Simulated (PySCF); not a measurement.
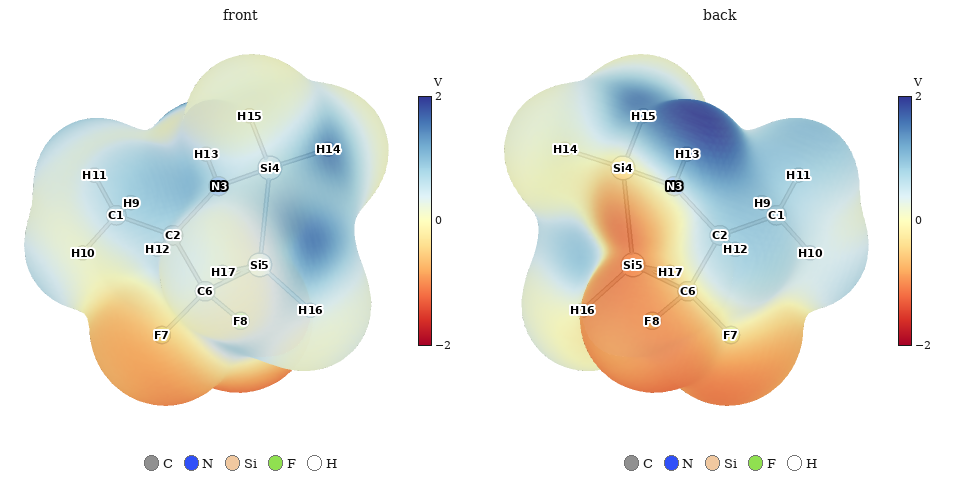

Figure 1: C₃H₉F₂NSi₂ (SMILES C[C@H]1N[SiH2][SiH2]C1(F)F). The electrostatic potential painted on the density surface at 0.002 e/bohr³, seen from the front and from behind; red is negative and blue positive.

Geometry: GFN2-xTB.

Theory: PBE0/def2-SVPD, SCF density, gas phase (PySCF).

```tsv
atom	x (Å)	y (Å)	z (Å)
C	-0.8373	-1.5978	0.4318
C	-0.3219	-0.7168	-0.7073
N	-1.0214	0.5486	-0.7919
Si	-0.6665	1.8574	0.2722
Si	1.4412	1.0421	0.7389
C	1.1695	-0.4171	-0.5192
F	1.8453	-1.5670	-0.2044
F	1.6939	-0.0450	-1.7356
H	-0.6913	-1.0926	1.3850
H	-0.3076	-2.5465	0.4485
H	-1.8994	-1.7893	0.2964
H	-0.4469	-1.2486	-1.6609
H	-1.9288	0.4580	-1.2198
H	-0.8436	3.0801	-0.5136
H	-1.5615	1.9451	1.4437
H	2.6628	1.7130	0.3009
H	1.7066	0.3883	2.0254
```

Describe the electrostatic potential map.

The most negative region (about −1.1 V) lies over N3, F7 and F8, the most positive (about +1.9 V) over H13.

What dipole moment does the calculation give?

Its dipole moment is 2.65 D.
